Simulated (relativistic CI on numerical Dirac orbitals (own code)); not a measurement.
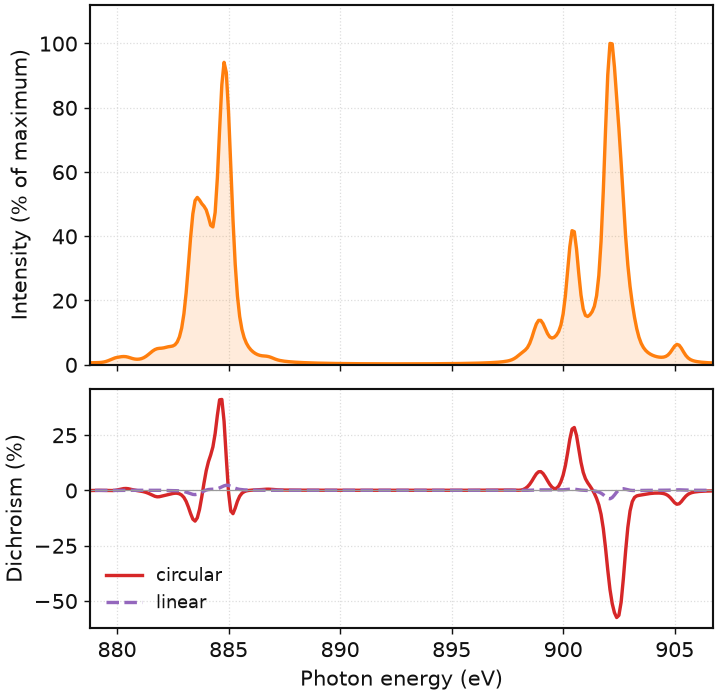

M₄,₅ X-ray absorption of Ce IV (Ce³⁺), [Xe] 4f, in a field of Oh symmetry with B40 = 550, B60 = 770 cm⁻¹ (Wybourne parameters). Multiplet model: relativistic Dirac–Coulomb–Breit theory, one configuration a step, Slater integrals scaled by 0.8, 80 K, Voigt broadening (Lorentzian 0.36 eV, Gaussian 0.4 eV full widths), computed with a radial Dirac CI code. Dichroism is for the ground state at zero temperature, magnetised by a magnetic field of 10 T along z (linear: z less the mean of x and y).

**Describe the spectrum.**

The main maxima lie at 883.6 eV (52), 884.8 eV (94), 898.9 eV (14), 900.4 eV (42) and 902.1 eV (100), heights in % of the largest; the centroid is at 893.4 eV. The lower edge holds 0.47 of the intensity (branching ratio, edges parted at 892 eV), and the core spin-orbit splitting of the orbitals is 19.3 eV. The ground state has S = 0.50. The circular dichroism (Δm = −1 less Δm = +1) is largest at 902.4 eV, −58 % of the isotropic maximum; its integrals over the lower and upper edge are 0.011 and −0.035 of the sum over the three polarisations. The magnetised ground state has ⟨Lz⟩ = −0.94 and ⟨Sz⟩ = 0.05.

Limits of the model: free-ion energies, so absolute edge positions are off by a few eV from solids.
